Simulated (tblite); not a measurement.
Si₅H₁₀O: geometry relaxation

- system: Si₅H₁₀O, SMILES [SiH3]O[Si@H]1[SiH2][Si@H]1[SiH3]
- method: GFN2-xTB geometry optimisation, gas phase (tblite 0.8.0)

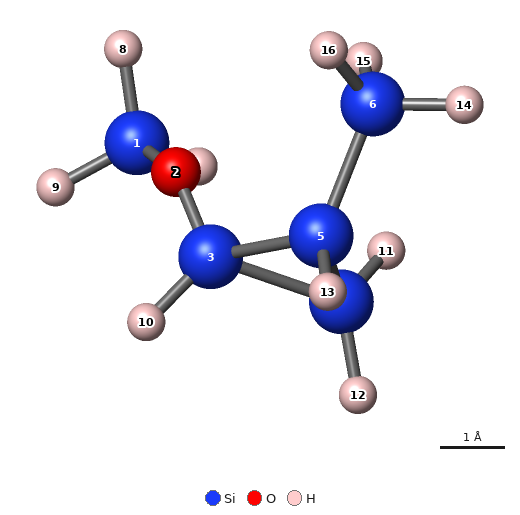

Figure 1. The structure as given in the input (ball-and-stick view, seen at a tilt; atoms are numbered from 1 in the order of the input). Bond lengths as drawn: H–Si 1.48 to 1.50 Å, O–Si 1.63 to 1.67 Å and Si–Si 2.23 to 2.25 Å.

**Key numbers**

```csv
quantity,value
outcome,converged
total energy,−484.9554 eV
hardware,"1 CPU thread, shared host"
wall time,2.1 s
peak memory,0.2 GiB
```

**Input**
```
{"job": {"xc": "GFN2-xTB", "basis": "xTB", "kind": "relax"}, "charge": 0, "multiplicity": 1}
Si     2.897700     0.561900     0.893500
O      1.383300     0.782300     0.216600
Si     0.435400     0.151000    -0.949200
Si    -0.528900    -1.829100    -0.474700
Si    -1.749000     0.058900    -0.463500
Si    -2.297800     0.722700     1.588200
H      3.009000    -0.830700     1.368100
H      3.064700     1.504500     2.035800
H      3.932400     0.819700    -0.130300
H      0.858100     0.394600    -2.348400
H     -0.225500    -2.412200     0.870900
H     -0.766400    -2.760800    -1.610300
H     -2.716500     0.195400    -1.595300
H     -3.521100     0.030400     2.047400
H     -1.221500     0.434100     2.574200
H     -2.561800     2.186300     1.637300
```

The first line tells a small driver script what to run in tblite; the rest is the geometry in Å.

Run as:
```bash
OMP_NUM_THREADS=1 python <driver script> task.json out
```

**Output**
```
step      E/eV     max force
  0    -484.21131    2.315
  1    -484.40822    0.888
  2    -484.46391    0.555
  3    -484.49591    0.521
  4    -484.54481    0.527
  5    -484.59433    0.544
  6    -484.65395    0.601
  7    -484.70393    0.629
  8    -484.74517    0.529
  9    -484.77224    0.347
 10    -484.78815    0.284
 11    -484.80139    0.274
 12    -484.81217    0.291
 13    -484.81972    0.186
 14    -484.82492    0.164
 15    -484.82920    0.167
 16    -484.83413    0.224
 17    -484.83961    0.237
 18    -484.84369    0.143
 19    -484.84611    0.112
 20    -484.84794    0.118
 21    -484.85050    0.168
 22    -484.85457    0.228
 23    -484.85920    0.189
 24    -484.86245    0.114
 25    -484.86442    0.116
 26    -484.86660    0.160
 27    -484.86976    0.216
 28    -484.87355    0.191
 29    -484.87690    0.124
 30    -484.87917    0.102
 31    -484.88077    0.114
 32    -484.88241    0.104
 33    -484.88398    0.075
 34    -484.88516    0.074
 35    -484.88604    0.081
 36    -484.88687    0.081
 37    -484.88794    0.096
 38    -484.88941    0.126
 39    -484.89113    0.145
 40    -484.89283    0.135
 41    -484.89424    0.101
 42    -484.89543    0.075
 43    -484.89661    0.084
 44    -484.89801    0.108
 45    -484.89957    0.128
 46    -484.90109    0.119
 47    -484.90245    0.092
 48    -484.90352    0.070
 49    -484.90426    0.072
 50    -484.90487    0.085
 51    -484.90553    0.095
 52    -484.90626    0.097
 53    -484.90694    0.081
 54    -484.90740    0.052
 55    -484.90771    0.045
 56    -484.90803    0.057
 57    -484.90849    0.068
 58    -484.90910    0.072
 59    -484.90968    0.059
 60    -484.91004    0.043
 61    -484.91027    0.044
 62    -484.91053    0.044
 63    -484.91093    0.050
 64    -484.91149    0.052
 65    -484.91197    0.043
 66    -484.91226    0.040
 67    -484.91226    0.040
 68    -484.91236    0.030
 69    -484.91276    0.047
 70    -484.91295    0.053
 71    -484.91335    0.044
 72    -484.91352    0.027
 73    -484.91362    0.025
 74    -484.91371    0.026
 75    -484.91388    0.044
 76    -484.91411    0.058
 77    -484.91439    0.051
 78    -484.91461    0.036
 79    -484.91475    0.029
 80    -484.91488    0.042
 81    -484.91504    0.046
 82    -484.91527    0.052
 83    -484.91556    0.058
 84    -484.91591    0.049
 85    -484.91630    0.062
 86    -484.91672    0.064
 87    -484.91716    0.058
 88    -484.91766    0.060
 89    -484.91821    0.064
 90    -484.91876    0.067
 91    -484.91925    0.053
 92    -484.91972    0.063
 93    -484.92021    0.065
 94    -484.92082    0.079
 95    -484.92152    0.073
 96    -484.92209    0.056
 97    -484.92247    0.043
 98    -484.92278    0.050
 99    -484.92320    0.061
100    -484.92391    0.079
101    -484.92465    0.110
102    -484.92567    0.115
103    -484.92631    0.071
104    -484.92702    0.060
105    -484.92743    0.076
106    -484.92854    0.093
107    -484.92947    0.095
108    -484.93051    0.065
109    -484.93141    0.075
110    -484.93236    0.117
111    -484.93324    0.110
112    -484.93386    0.064
113    -484.93425    0.086
114    -484.93460    0.080
115    -484.93513    0.072
116    -484.93640    0.070
117    -484.93712    0.061
118    -484.93793    0.059
119    -484.93863    0.069
120    -484.93936    0.068
121    -484.94013    0.051
122    -484.94059    0.057
123    -484.94088    0.058
124    -484.94122    0.055
125    -484.94171    0.047
126    -484.94223    0.048
127    -484.94255    0.037
128    -484.94269    0.037
129    -484.94281    0.038
130    -484.94301    0.038
131    -484.94341    0.041
132    -484.94401    0.045
133    -484.94461    0.056
134    -484.94503    0.050
135    -484.94530    0.045
136    -484.94545    0.031
137    -484.94559    0.030
138    -484.94580    0.037
139    -484.94609    0.048
140    -484.94643    0.050
141    -484.94675    0.043
142    -484.94702    0.033
143    -484.94726    0.039
144    -484.94753    0.049
145    -484.94785    0.054
146    -484.94822    0.062
147    -484.94862    0.056
148    -484.94899    0.050
149    -484.94924    0.044
150    -484.94940    0.033
151    -484.94952    0.038
152    -484.94964    0.032
153    -484.94979    0.032
154    -484.94996    0.045
155    -484.95013    0.037
156    -484.95027    0.034
157    -484.95044    0.041
158    -484.95062    0.035
159    -484.95080    0.039
160    -484.95097    0.032
161    -484.95115    0.037
162    -484.95138    0.044
163    -484.95164    0.048
164    -484.95186    0.036
165    -484.95199    0.019
166    -484.95206    0.019
167    -484.95211    0.020
168    -484.95217    0.025
169    -484.95225    0.024
170    -484.95232    0.019
171    -484.95237    0.016
172    -484.95240    0.017
173    -484.95243    0.017
174    -484.95247    0.014
175    -484.95252    0.018
176    -484.95258    0.016
177    -484.95263    0.016
178    -484.95267    0.018
179    -484.95272    0.019
180    -484.95278    0.024
181    -484.95286    0.018
182    -484.95293    0.020
183    -484.95297    0.015
184    -484.95301    0.017
185    -484.95305    0.016
186    -484.95308    0.015
187    -484.95311    0.015
188    -484.95314    0.011
189    -484.95316    0.013
190    -484.95319    0.014
191    -484.95322    0.016
192    -484.95325    0.017
193    -484.95328    0.015
194    -484.95331    0.013
195    -484.95334    0.018
196    -484.95339    0.021
197    -484.95345    0.021
198    -484.95349    0.019
199    -484.95352    0.011
200    -484.95354    0.012
201    -484.95356    0.016
202    -484.95359    0.020
203    -484.95362    0.022
204    -484.95364    0.017
205    -484.95366    0.011
206    -484.95367    0.010
207    -484.95368    0.009
208    -484.95370    0.012
209    -484.95371    0.011
210    -484.95372    0.008
211    -484.95373    0.008
212    -484.95373    0.008
213    -484.95374    0.012
214    -484.95376    0.019
215    -484.95379    0.024
216    -484.95382    0.023
217    -484.95386    0.016
218    -484.95389    0.016
219    -484.95393    0.019
220    -484.95398    0.023
221    -484.95405    0.025
222    -484.95412    0.020
223    -484.95418    0.020
224    -484.95425    0.023
225    -484.95434    0.032
226    -484.95445    0.031
227    -484.95457    0.029
228    -484.95467    0.031
229    -484.95478    0.026
230    -484.95488    0.026
231    -484.95497    0.022
232    -484.95501    0.021
233    -484.95503    0.030
234    -484.95509    0.020
235    -484.95514    0.015
236    -484.95521    0.013
237    -484.95525    0.013
238    -484.95527    0.010
239    -484.95529    0.007
240    -484.95530    0.005
241    -484.95531    0.005
242    -484.95532    0.006
243    -484.95532    0.006
244    -484.95533    0.005
245    -484.95533    0.005
246    -484.95534    0.004
247    -484.95534    0.004
248    -484.95534    0.005
249    -484.95535    0.005
250    -484.95535    0.005
251    -484.95536    0.005
252    -484.95536    0.005
253    -484.95536    0.003
```

**Trajectory as extended XYZ (Å, eV, eV/Å), 12 frames, from step=0 to step=253**
```
16
Properties=species:S:1:pos:R:3:forces:R:3 step=0 energy=-484.21131
Si    2.8977    0.5619    0.8935   -0.4990   0.2380  -0.0980
O     1.3833    0.7823    0.2166    1.4400  -0.0650   0.5490
Si    0.4354    0.1510   -0.9492    1.2350   0.5750  -1.2320
Si   -0.5289   -1.8291   -0.4747    0.5800  -2.2350   0.1630
Si   -1.7490    0.0589   -0.4635   -1.7990   0.8570  -0.7540
Si   -2.2978    0.7227    1.5882   -0.5650   0.6900   1.3840
H     3.0090   -0.8307    1.3681   -0.1330   0.2260  -0.1290
H     3.0647    1.5045    2.0358   -0.3230  -0.2640  -0.4950
H     3.9324    0.8197   -0.1303   -0.3270  -0.0310   0.1370
H     0.8581    0.3946   -2.3484    0.2750   0.1200   0.3700
H    -0.2255   -2.4122    0.8709   -0.1710  -0.1070  -0.5760
H    -0.7664   -2.7608   -1.6103    0.1770   0.0340   0.5150
H    -2.7165    0.1954   -1.5953    0.2150   0.0700   0.2940
H    -3.5211    0.0304    2.0474    0.1830   0.1750   0.0610
H    -1.2215    0.4341    2.5742   -0.3180   0.0770  -0.3000
H    -2.5618    2.1863    1.6373    0.0310  -0.3620   0.1120
16
Properties=species:S:1:pos:R:3:forces:R:3 step=23 energy=-484.85920
Si    2.8698    0.5531    0.8512   -0.0640  -0.0240  -0.0610
O     1.4673    0.6686    0.0706   -0.0120  -0.0130  -0.0250
Si    0.4894    0.1225   -1.1472    0.1120   0.0010  -0.0270
Si   -0.4220   -1.9637   -0.5937   -0.0180   0.1640  -0.0440
Si   -1.7210    0.0660   -0.3704   -0.0540  -0.0320   0.0920
Si   -2.4264    0.8455    1.7003    0.0230  -0.0320  -0.1850
H     2.9663   -0.8274    1.3270    0.0080   0.0270   0.0870
H     2.7787    1.5680    1.8973   -0.0050  -0.0700  -0.0230
H     3.9649    0.8105   -0.0858   -0.0010   0.0380   0.0190
H     1.2656    0.5363   -2.3359   -0.0510  -0.0280   0.0240
H    -0.1525   -2.6503    0.6794    0.0610  -0.0630  -0.0180
H    -0.6913   -3.0551   -1.5427   -0.0250  -0.0060   0.0100
H    -2.7312    0.3467   -1.4247    0.0070  -0.0110   0.0070
H    -3.6309    0.1836    2.2052   -0.0400  -0.0560   0.0250
H    -1.3298    0.5277    2.6095    0.0390   0.0160   0.1310
H    -2.7044    2.2769    1.8201    0.0200   0.0910  -0.0110
16
Properties=species:S:1:pos:R:3:forces:R:3 step=46 energy=-484.90109
Si    2.8397    0.5319    0.8768   -0.0190   0.0090  -0.0140
O     1.5149    0.5823   -0.0281    0.0280  -0.0270  -0.0210
Si    0.4898    0.1083   -1.2337   -0.0570   0.0580   0.0690
Si   -0.3627   -1.9885   -0.6662   -0.0320  -0.0480   0.0250
Si   -1.6541    0.0048   -0.2497    0.1090  -0.0080  -0.0460
Si   -2.4103    0.9054    1.7409   -0.0150   0.0110   0.0560
H     2.9596   -0.8124    1.4480   -0.0260   0.0300  -0.0250
H     2.6155    1.5519    1.9003    0.0230  -0.0300  -0.0420
H     3.9857    0.8243    0.0127   -0.0070   0.0070   0.0580
H     1.2102    0.5825   -2.4339   -0.0040  -0.0200   0.0280
H     0.1169   -2.7961    0.4719    0.0020   0.0060  -0.0430
H    -0.8804   -2.9979   -1.6048    0.0330  -0.0040  -0.0110
H    -2.6871    0.2159   -1.2984   -0.0370  -0.0180  -0.0110
H    -3.6459    0.2658    2.2116   -0.0100  -0.0040   0.0120
H    -1.4044    0.6862    2.7855    0.0020   0.0070  -0.0200
H    -2.6949    2.3447    1.7277    0.0100   0.0290  -0.0130
16
Properties=species:S:1:pos:R:3:forces:R:3 step=69 energy=-484.91276
Si    2.8267    0.5271    0.8972    0.0060   0.0060  -0.0040
O     1.6043    0.5702   -0.1389    0.0080   0.0000   0.0050
Si    0.4682    0.1041   -1.2390   -0.0110   0.0130  -0.0170
Si   -0.3388   -2.0249   -0.7070    0.0240  -0.0270   0.0300
Si   -1.6241   -0.0456   -0.1736   -0.0290   0.0050  -0.0090
Si   -2.4114    0.9530    1.7663   -0.0010   0.0010   0.0060
H     2.8821   -0.8160    1.4766   -0.0180   0.0020  -0.0050
H     2.5290    1.5473    1.9008   -0.0180  -0.0120  -0.0100
H     4.0522    0.8305    0.1571   -0.0170  -0.0100   0.0100
H     1.1013    0.6218   -2.4676   -0.0010   0.0030  -0.0090
H     0.2332   -2.9143    0.3229   -0.0190   0.0220  -0.0090
H    -0.8936   -2.9792   -1.6832    0.0130   0.0080  -0.0010
H    -2.6930    0.0860   -1.2103    0.0350   0.0060   0.0290
H    -3.6573    0.3618    2.2729    0.0050  -0.0050  -0.0050
H    -1.4125    0.7923    2.8274    0.0160  -0.0040   0.0030
H    -2.6739    2.3948    1.6587    0.0070  -0.0060  -0.0140
16
Properties=species:S:1:pos:R:3:forces:R:3 step=92 energy=-484.91972
Si    2.7512    0.5207    0.8990   -0.0030  -0.0190   0.0250
O     1.6302    0.6422   -0.2411    0.0130  -0.0010   0.0110
Si    0.4486    0.1394   -1.2772    0.0520   0.0000   0.0190
Si   -0.2827   -2.0088   -0.7160   -0.0270   0.0180  -0.0160
Si   -1.6156   -0.0679   -0.1784   -0.0200  -0.0060   0.0290
Si   -2.3422    0.9411    1.7779   -0.0050   0.0110   0.0090
H     2.6992   -0.8353    1.4493   -0.0150  -0.0110  -0.0100
H     2.4126    1.5127    1.9178   -0.0150   0.0110  -0.0320
H     4.0436    0.7793    0.2659   -0.0240   0.0110   0.0060
H     1.0548    0.6050   -2.5363    0.0090   0.0160  -0.0340
H     0.2183   -2.8534    0.3790    0.0500  -0.0230   0.0300
H    -0.8054   -2.9974   -1.6723   -0.0200  -0.0090  -0.0150
H    -2.6942    0.1026   -1.1929   -0.0040  -0.0010   0.0000
H    -3.5769    0.3441    2.3024   -0.0120  -0.0010   0.0010
H    -1.3386    0.8064    2.8377    0.0320  -0.0190  -0.0250
H    -2.6103    2.3781    1.6457   -0.0110   0.0230   0.0020
16
Properties=species:S:1:pos:R:3:forces:R:3 step=115 energy=-484.93513
Si    2.5757    0.4879    0.9216    0.0050   0.0040   0.0330
O     1.6924    0.6555   -0.4062    0.0290  -0.0310   0.0270
Si    0.4638    0.1356   -1.3817   -0.0300   0.0030   0.0170
Si   -0.2410   -1.9866   -0.7051   -0.0080  -0.0690   0.0190
Si   -1.5720   -0.0336   -0.1998    0.0270   0.0290   0.0070
Si   -2.2373    0.9580    1.7889    0.0100   0.0110   0.0210
H     2.3772   -0.8629    1.4527   -0.0090   0.0010  -0.0100
H     2.1022    1.4863    1.8769   -0.0140   0.0260   0.0000
H     3.9613    0.6995    0.5150   -0.0060   0.0150  -0.0090
H     1.0130    0.6604   -2.6442    0.0050   0.0080  -0.0220
H     0.3998   -2.7850    0.3615   -0.0220   0.0450  -0.0410
H    -0.7646   -3.0307   -1.6021   -0.0110  -0.0090  -0.0180
H    -2.6896    0.0684   -1.1812   -0.0090  -0.0110   0.0150
H    -3.4291    0.3589    2.4085    0.0350   0.0010  -0.0260
H    -1.1370    0.7984    2.7478   -0.0190   0.0140   0.0010
H    -2.5223    2.3988    1.7078    0.0160  -0.0360  -0.0140
16
Properties=species:S:1:pos:R:3:forces:R:3 step=138 energy=-484.94580
Si    2.4879    0.4906    0.9531   -0.0150   0.0270  -0.0100
O     1.7419    0.5454   -0.4656    0.0250  -0.0040   0.0270
Si    0.4837    0.0930   -1.4398    0.0040   0.0020  -0.0250
Si   -0.2773   -2.0121   -0.7500    0.0110   0.0120   0.0130
Si   -1.5196   -0.0087   -0.2051    0.0020  -0.0040   0.0200
Si   -2.1408    0.9591    1.8079   -0.0140   0.0110  -0.0010
H     2.2733   -0.8340    1.5407    0.0010   0.0110   0.0010
H     1.8940    1.5286    1.7969    0.0020  -0.0100  -0.0040
H     3.8960    0.7394    0.6600   -0.0180  -0.0010  -0.0020
H     1.0083    0.7106   -2.6743   -0.0080  -0.0250   0.0180
H     0.4485   -2.7843    0.2769   -0.0100   0.0030  -0.0020
H    -0.7969   -3.0778   -1.6240   -0.0180  -0.0010  -0.0270
H    -2.6967    0.0810   -1.1162    0.0130  -0.0080  -0.0190
H    -3.3204    0.3465    2.4335    0.0110   0.0000   0.0080
H    -1.0399    0.8397    2.7686    0.0100  -0.0090   0.0000
H    -2.4496    2.3919    1.6978    0.0040  -0.0030   0.0040
16
Properties=species:S:1:pos:R:3:forces:R:3 step=161 energy=-484.95115
Si    2.4521    0.5482    0.9789   -0.0030   0.0120   0.0170
O     1.7749    0.4917   -0.4735   -0.0110   0.0100   0.0130
Si    0.4959    0.0634   -1.4327    0.0120  -0.0040   0.0220
Si   -0.2946   -2.0444   -0.7984    0.0040  -0.0180   0.0150
Si   -1.5004   -0.0372   -0.1913   -0.0240  -0.0100  -0.0120
Si   -2.0885    0.9504    1.8215    0.0170   0.0000   0.0220
H     2.2611   -0.7512    1.6249   -0.0120  -0.0160   0.0070
H     1.7894    1.6014    1.7503   -0.0080  -0.0070  -0.0170
H     3.8595    0.8407    0.7364    0.0080   0.0040  -0.0210
H     1.0375    0.6204   -2.6834    0.0190   0.0140  -0.0280
H     0.3638   -2.8961    0.2095    0.0020   0.0010   0.0020
H    -0.8874   -3.0372   -1.7117   -0.0050   0.0070  -0.0050
H    -2.6534    0.0991   -1.1287    0.0030   0.0070   0.0150
H    -3.2511    0.3430    2.4819    0.0020  -0.0170  -0.0040
H    -0.9647    0.8354    2.7582   -0.0050  -0.0100  -0.0150
H    -2.4018    2.3811    1.7185    0.0020   0.0250  -0.0110
16
Properties=species:S:1:pos:R:3:forces:R:3 step=184 energy=-484.95301
Si    2.4098    0.5762    1.0005    0.0160  -0.0030  -0.0050
O     1.7548    0.5032   -0.4609   -0.0040   0.0010   0.0050
Si    0.4996    0.0516   -1.4388   -0.0050   0.0090  -0.0030
Si   -0.2883   -2.0564   -0.8092   -0.0080   0.0000   0.0040
Si   -1.5075   -0.0521   -0.2100    0.0000   0.0010   0.0110
Si   -2.0369    0.9428    1.8166   -0.0030   0.0060   0.0000
H     2.2065   -0.7170    1.6571   -0.0010   0.0010   0.0040
H     1.7332    1.6382    1.7445   -0.0040   0.0080   0.0030
H     3.8193    0.8673    0.7641    0.0000  -0.0030   0.0050
H     1.0767    0.5725   -2.6916   -0.0020   0.0060  -0.0030
H     0.3297   -2.9367    0.1995   -0.0030   0.0010   0.0010
H    -0.9015   -3.0146   -1.7445   -0.0010  -0.0080  -0.0020
H    -2.6771    0.1129   -1.1195    0.0020  -0.0040  -0.0040
H    -3.1873    0.3313    2.4956    0.0040   0.0010  -0.0030
H    -0.8947    0.8121    2.7266    0.0040  -0.0070  -0.0040
H    -2.3439    2.3775    1.7305    0.0050  -0.0090  -0.0070
16
Properties=species:S:1:pos:R:3:forces:R:3 step=207 energy=-484.95368
Si    2.3955    0.5895    1.0127   -0.0070   0.0030  -0.0010
O     1.7323    0.5093   -0.4446    0.0030   0.0010   0.0050
Si    0.4882    0.0568   -1.4360    0.0000   0.0030  -0.0020
Si   -0.2919   -2.0606   -0.8213   -0.0040   0.0050  -0.0070
Si   -1.5263   -0.0688   -0.2238    0.0060   0.0010   0.0060
Si   -2.0137    0.9307    1.8089    0.0000  -0.0020   0.0000
H     2.1763   -0.6930    1.6850   -0.0030  -0.0010   0.0030
H     1.7377    1.6714    1.7459    0.0010   0.0010  -0.0040
H     3.8088    0.8566    0.7723    0.0070  -0.0020  -0.0030
H     1.0745    0.5811   -2.6830   -0.0020  -0.0030  -0.0020
H     0.3080   -2.9287    0.2077    0.0060  -0.0070   0.0020
H    -0.8907   -3.0284   -1.7567    0.0020   0.0010   0.0030
H    -2.6934    0.1079   -1.1325   -0.0060   0.0010  -0.0020
H    -3.1635    0.3405    2.5068    0.0000   0.0020  -0.0020
H    -0.8565    0.7742    2.6954   -0.0040  -0.0030   0.0010
H    -2.2930    2.3703    1.7235    0.0000   0.0010   0.0010
16
Properties=species:S:1:pos:R:3:forces:R:3 step=230 energy=-484.95488
Si    2.3667    0.6247    1.0199    0.0150   0.0000  -0.0090
O     1.7138    0.5142   -0.4401    0.0080   0.0060   0.0070
Si    0.4746    0.0649   -1.4385    0.0000  -0.0050   0.0040
Si   -0.2733   -2.0683   -0.8456   -0.0050  -0.0050  -0.0210
Si   -1.5307   -0.0998   -0.2190   -0.0180   0.0090  -0.0030
Si   -1.9890    0.9032    1.8182   -0.0060   0.0100  -0.0190
H     2.0436   -0.5958    1.7637   -0.0040   0.0070  -0.0080
H     1.7879    1.7954    1.6793    0.0020  -0.0030  -0.0030
H     3.8001    0.7632    0.7813   -0.0130   0.0000   0.0090
H     1.0661    0.5769   -2.6870    0.0080   0.0110  -0.0080
H     0.3311   -2.9382    0.1783    0.0010  -0.0150   0.0120
H    -0.8786   -3.0315   -1.7816    0.0000   0.0010   0.0090
H    -2.7038    0.0961   -1.1168    0.0010  -0.0090   0.0000
H    -3.1845    0.3778    2.4902    0.0020   0.0010   0.0040
H    -0.8551    0.6681    2.7151    0.0120  -0.0060   0.0220
H    -2.1764    2.3580    1.7429   -0.0040  -0.0010   0.0040
16
Properties=species:S:1:pos:R:3:forces:R:3 step=253 energy=-484.95536
Si    2.3505    0.6398    1.0193    0.0010  -0.0010   0.0010
O     1.7142    0.5193   -0.4470   -0.0010   0.0000   0.0010
Si    0.4755    0.0647   -1.4447    0.0000  -0.0010  -0.0010
Si   -0.2663   -2.0727   -0.8527    0.0010   0.0000   0.0030
Si   -1.5268   -0.1064   -0.2188   -0.0020   0.0000   0.0000
Si   -1.9737    0.8952    1.8223    0.0010   0.0010   0.0010
H     1.9749   -0.5536    1.7818   -0.0010   0.0000  -0.0010
H     1.8007    1.8421    1.6452    0.0000   0.0000  -0.0020
H     3.7907    0.7257    0.8032    0.0010   0.0010   0.0010
H     1.0672    0.5854   -2.6907   -0.0010   0.0010  -0.0010
H     0.3388   -2.9505    0.1658    0.0000   0.0000   0.0000
H    -0.8780   -3.0331   -1.7870    0.0010   0.0010  -0.0020
H    -2.7078    0.0782   -1.1085    0.0010   0.0000   0.0000
H    -3.1851    0.3919    2.4833    0.0020   0.0020  -0.0010
H    -0.8539    0.6285    2.7302   -0.0010  -0.0020   0.0000
H    -2.1285    2.3544    1.7586   -0.0020  -0.0020  -0.0010
```
